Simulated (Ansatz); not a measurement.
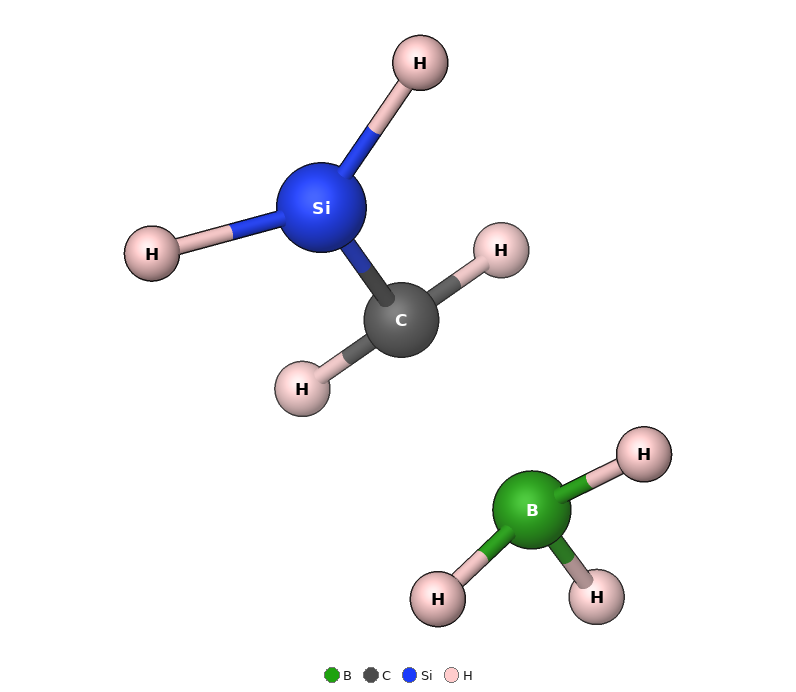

The structure as it stands in the input.

Input file:

```yaml
crystal:
  periodic: [false, false, false]
  atoms:
    - {symbol: B, position_ang: [-0.092449, 1.003486, 0.779033]}
    - {symbol: C, position_ang: [0.441247, -0.693850, 0.122624]}
    - {symbol: Si, position_ang: [-0.242928, -0.861988, -1.237594]}
    - {symbol: H, position_ang: [-1.554183, -1.399825, -1.325586]}
    - {symbol: H, position_ang: [0.384400, -0.401986, -2.425558]}
    - {symbol: H, position_ang: [1.533541, -0.643339, 0.089927]}
    - {symbol: H, position_ang: [0.112346, -1.395172, 0.895414]}
    - {symbol: H, position_ang: [-1.232938, 1.047297, 0.919980]}
    - {symbol: H, position_ang: [0.413545, 1.181609, 1.796256]}
    - {symbol: H, position_ang: [0.223402, 1.841981, 0.058154]}
basis:
  gaussian: {orbitals: def2-SVP}
hamiltonian: {xc: pbe, dispersion: d4}
relax: {f_tol: 0.03, max_steps: 250}
```

Command:

```sh
ansatz run in.yaml --threads 2 --pin off --events-out ev --progress --plain --max-ram 4352MiB
```

Result (its end):

```
mean field -9693.24966904 eV, -356.2203550164 hartree, gradient 8.9e-6 eV, S^2 0.000000; 1 other end points of the search recorded, 0 dependent functions left out
the calculation of the forces begins
reference -9693.24970376 eV, -356.2203562925 hartree; 16, 16 occupied and 65, 65 virtual orbitals, 914 factors
Total energy: -9693.41674744 eV, -356.2264950347 hartree
Atom 0 at    -0.079530     0.654816     0.837839 Å, force    -0.003355     0.004341     0.002746 eV/Å
Atom 1 at     0.543810    -0.798053     0.480844 Å, force     0.002145    -0.007755     0.002040 eV/Å
Atom 2 at    -0.210979    -0.289525    -1.129433 Å, force    -0.000695     0.008441     0.001868 eV/Å
Atom 3 at    -1.501441    -0.902867    -1.571361 Å, force    -0.003415    -0.006561    -0.003336 eV/Å
Atom 4 at     0.667130     0.165855    -2.251489 Å, force     0.003343     0.003900    -0.002620 eV/Å
Atom 5 at     1.644650    -0.876105     0.467892 Å, force     0.000221    -0.002343    -0.001374 eV/Å
Atom 6 at     0.068019    -1.672937     0.956261 Å, force     0.000030    -0.001510     0.002067 eV/Å
Atom 7 at    -1.137089     0.691073     1.444892 Å, force     0.001656     0.003550     0.001568 eV/Å
Atom 8 at     0.679877     1.606923     0.905563 Å, force     0.000187     0.001070    -0.001680 eV/Å
Atom 9 at    -0.688463     1.099034    -0.468358 Å, force    -0.000118    -0.003133    -0.001280 eV/Å
Dipole moment:     0.004337    -0.231631    -0.369308 e Å
```
